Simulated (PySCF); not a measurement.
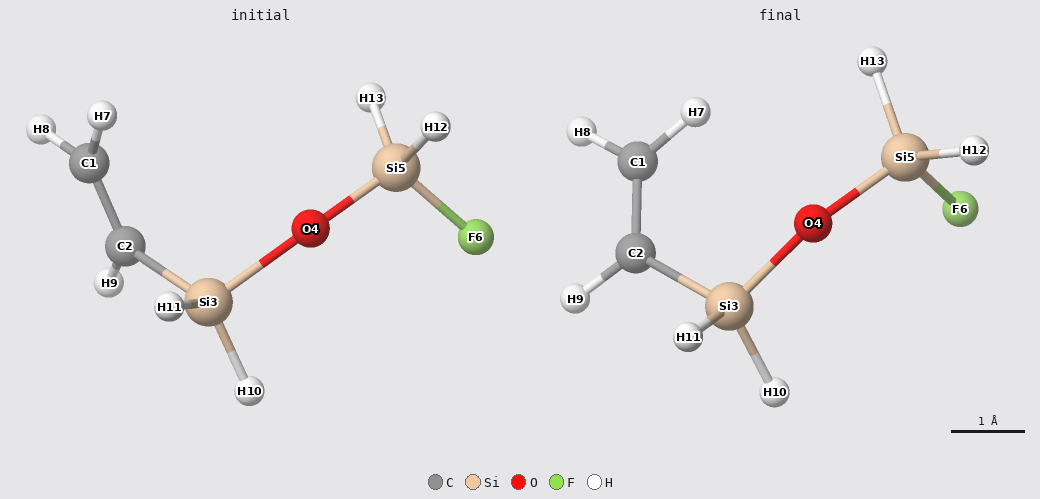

The structure of C₂H₇FOSi₂ before (left) and after (right) a relaxation, at one scale.

A ball-and-stick model, seen at a tilt.

The start comes from GFN2-xTB. Its atoms were then displaced at random by about 0.03 Å.

Theory: PBE0-D3(BJ)/def2-SVP geometry optimisation, gas phase in PySCF. 

Question: What changed between the two?

Answer: The relaxation stopped without meeting its thresholds, so the last structure isn't shown to be converged. The energy falls by 100.9 kJ/mol in 45 geometry steps. The atom that moves furthest after the best rigid fit is H7 (1.38 Å). Largest moves by element: H 1.38 Å, F 0.82 Å, C 0.57 Å, O 0.31 Å, Si 0.24 Å. Some distances before and after: O4–Si5 1.508 → 1.634 Å, Si3–O4 1.767 → 1.665 Å, C2–H9 1.025 → 1.098 Å, Si3–H10 1.431 → 1.493 Å. Among the angles between lasting bonds that change: C2–C1–H7 129.0° → 121.9°, O4–Si3–H11 100.3° → 107.5°, O4–Si3–H10 103.1° → 109.9°. Groups turn about C2–Si3 by about 60°, O4–Si5 by about 45°, Si3–O4 by about 25°.
